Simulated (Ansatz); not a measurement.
## C2H3S: single-point calculation

- system: C2H3S, multiplicity 2
- method: UKS PBE0-D4/def2-TZVPP (Ansatz 0.2.0)

The geometry is the reactant side of a reaction. The reaction was set up to form H1–S4 and to break H1–C2 (atoms counted from 1 in the order of the input); sticks are drawn by distance alone. The geometry comes from this level: PBE0-D4/def2-TZVP.

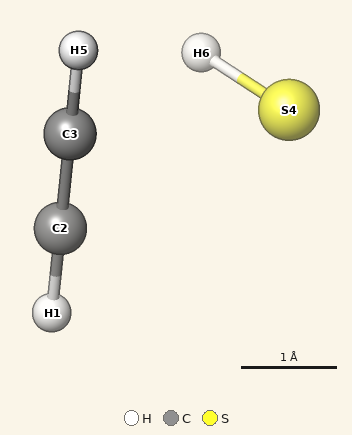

The input geometry (ball-and-stick view, seen at a tilt; atoms are numbered from 1 in the order of the input).

### The input
```yaml
crystal:
  periodic: [false, false, false]
  atoms:
    - {symbol: H, position_ang: [-1.300796, 1.112760, -0.873163]}
    - {symbol: C, position_ang: [-0.365456, 0.603133, -0.873890]}
    - {symbol: C, position_ang: [0.692919, 0.035170, -0.880817]}
    - {symbol: S, position_ang: [-0.026669, -0.081781, 1.966226]}
    - {symbol: H, position_ang: [1.634607, -0.462481, -0.892899]}
    - {symbol: H, position_ang: [-0.634504, -1.206901, 1.554543]}
basis:
  gaussian: {orbitals: def2-TZVPP}
magnetization: {spin_polarized: true, initial_magnetization: 1}
hamiltonian: {xc: pbe0, dispersion: d4}
output: {orbitals: {seedname: orbitals}}
```

Machine: 2 CPU threads, shared host.

Command:
```bash
ansatz run in.yaml --threads 2 --pin off --events-out ev --progress --plain --max-ram 4352MiB
```

### The program's output
```
Functional definition: PBE0
  name "PBE0"
  cite "Adamo & Barone, J. Chem. Phys. 110, 6158 (1999) doi:10.1063/1.478522"
  cite "Perdew, Burke & Ernzerhof, Phys. Rev. Lett. 77, 3865 (1996) doi:10.1103/PhysRevLett.77.3865"
  parent pbe
  parameter a = 0.25
  parameter kappa = 0.804
  parameter beta = 0.06672455060314922
  exchange = (1 - a)*pbe_x(kappa = kappa, mu = beta*pi^2/3) + a*exact_x
  correlation = pbe_c(beta = beta)
852 factors; their error is unknown
mean field evaluation 1: about -12945.1372 eV, gradient 2.9e1 eV
mean field evaluation 2: about -12943.5337 eV, gradient 3.2e1 eV
mean field evaluation 4: about -12949.1610 eV, gradient 1.4e0 eV
mean field evaluation 8: about -12949.1708 eV, gradient 5.0e-2 eV
mean field evaluation 16: about -12949.1853 eV, gradient 3.4e-4 eV
mean field evaluation 32: about -12949.1717 eV, gradient 1.5e0 eV
mean field -12949.18534535 eV, -475.8737841684 hartree, gradient 1.0e-5 eV, S^2 0.755005; 2 other end points of the search recorded, 0 dependent functions left out
reference -12949.18537081 eV, -475.8737851043 hartree; 16, 15 occupied and 130, 131 virtual orbitals, 852 factors
Total energy: -12949.26167667 eV, -475.8765892927 hartree
```

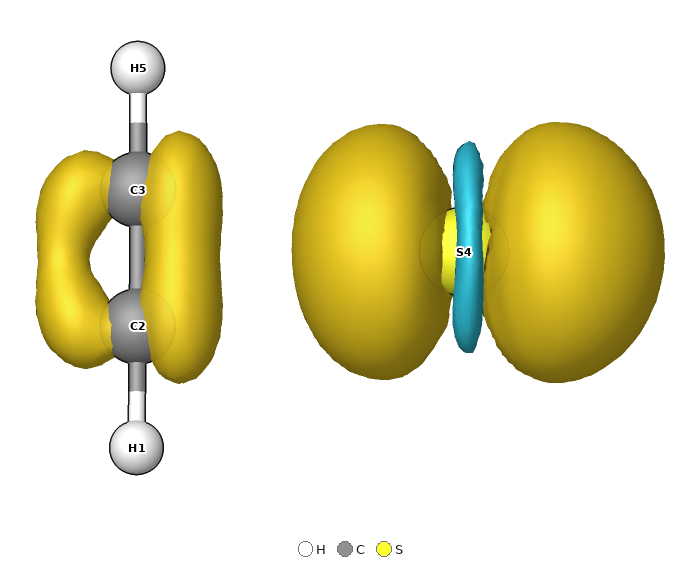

Isosurfaces of the spin density (α minus β) at +0.02 (yellow) and −0.02 e/Å³ (cyan), seen face on. The unpaired spin (1 electron) lies mostly on S4 (about 0.8), in electrons by Hirshfeld's partition.

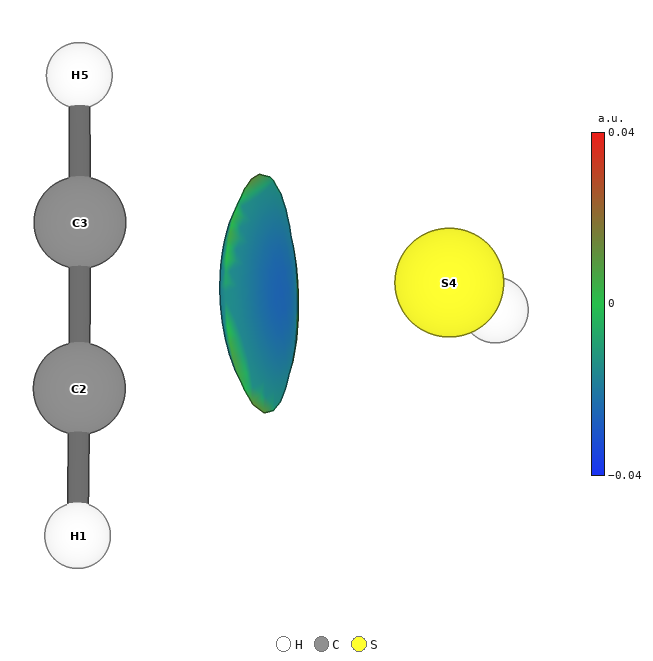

Non-covalent interaction (NCI) plot: the surface where the reduced density gradient is 0.5, for densities under 0.05 a.u., coloured by sign(λ₂)ρ; seen at a tilt.

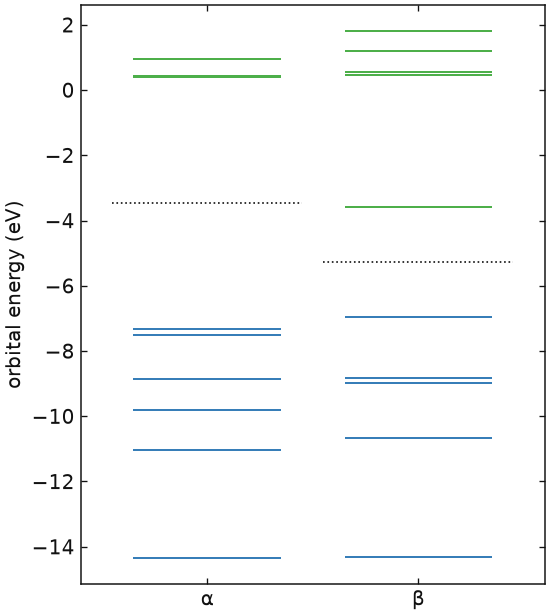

Orbital energies near the frontier for α and β spins; the dotted line parts filled from empty levels, and levels within 0.02 eV of each other stand side by side. α: highest filled −7.32 eV, lowest empty 0.40 eV, 7.72 eV apart; β: highest filled −6.96 eV, lowest empty −3.59 eV, 3.37 eV apart.

### Results in brief

- outcome: converged
- total energy: −12949.2617 eV
- mean-field energy: −12949.1854 eV
- dispersion energy: −0.0763 eV
- ⟨S²⟩: 0.755
- SCF solution under orbital rotations: stable
- HOMO (either spin): −6.96 eV
- LUMO (either spin): −3.59 eV
- wall time: 3.3 s (CPU time 6.3 s)
- peak memory: 0.3 GiB
